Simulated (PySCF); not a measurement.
## Electronic structure of F3Ga3O3 in real space

```xyz
9

Ga   -1.6924    0.2626   -0.4603
F    -3.3427    0.5281   -0.9166
O    -0.8397   -1.2110   -0.9706
Ga    0.8560   -1.4974   -0.5241
F     1.6669   -2.9416   -1.0319
O     1.7012   -0.2735    0.4497
Ga    0.8806    1.2105    0.9806
F     1.7221    2.3951    1.9246
O    -0.8192    1.4578    0.5229
```

Geometry: PBE0-D3(BJ)/def2-SVP.

All numbers below come from CAM-B3LYP/def2-SVPD, SCF density, gas phase in PySCF.

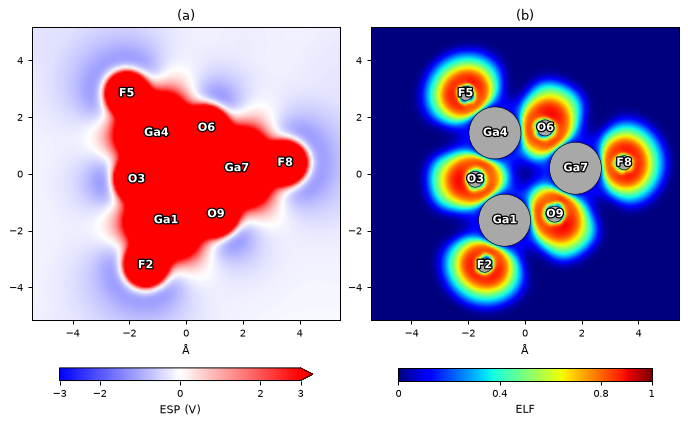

Figure 1. (a) molecular electrostatic potential; (b) ELF on the molecular plane. Grey discs cover the atomic cores in the ELF map.

What do the fields say about this system?

Answer. The plane passes through Ga, F and O nuclei.
Ga–F (1.73 Å): the ELF peaks at about 0.80 in the valence shell of F, 0.5 Å from its nucleus, and is about 0.15 at the midpoint.
Ga–O (1.78 Å): the ELF peaks at about 0.85 in the valence shell of O, 0.6 Å from its nucleus, and is about 0.20 at the midpoint.
The ELF also peaks beside F2, O9, O3, F8, O6 and F5, away from the bonds: lone-pair regions.
Outside the dense part of the molecule the potential is most negative (−1.1 V) near O3, O6 and O9.

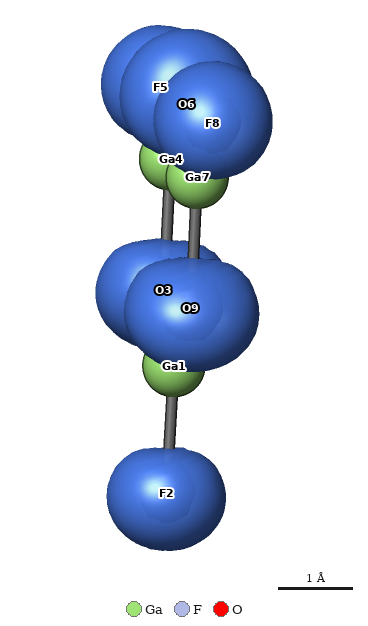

Figure 2. Isosurface of the electron localisation function at 0.75 (blue), seen at an oblique angle. Only the valence region is drawn (cores and ρ < 0.01 e/Å³ removed).

Where are the electrons localised?

Answer. At this value the surface marks out three regions wrapped around F (the valence shell of each) and three regions wrapped around O (the valence shell of each).

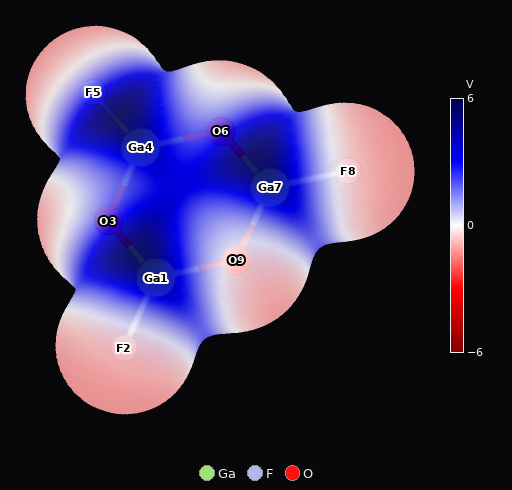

Figure 3. The molecular electrostatic potential painted on the density surface at 0.004 e/bohr³, seen at a tilt; the colour scale runs from red (negative) to blue (positive).

Describe the electrostatic potential map.

Answer. The most negative region (about −1.1 V, or −25 kcal/mol for a unit charge) lies over F2, F5 and F8, the most positive (about +5.6 V, or +129 kcal/mol for a unit charge) over Ga1, Ga4 and Ga7.

How polar is the molecule by this calculation?

Answer. Its dipole moment is 0.03 D.
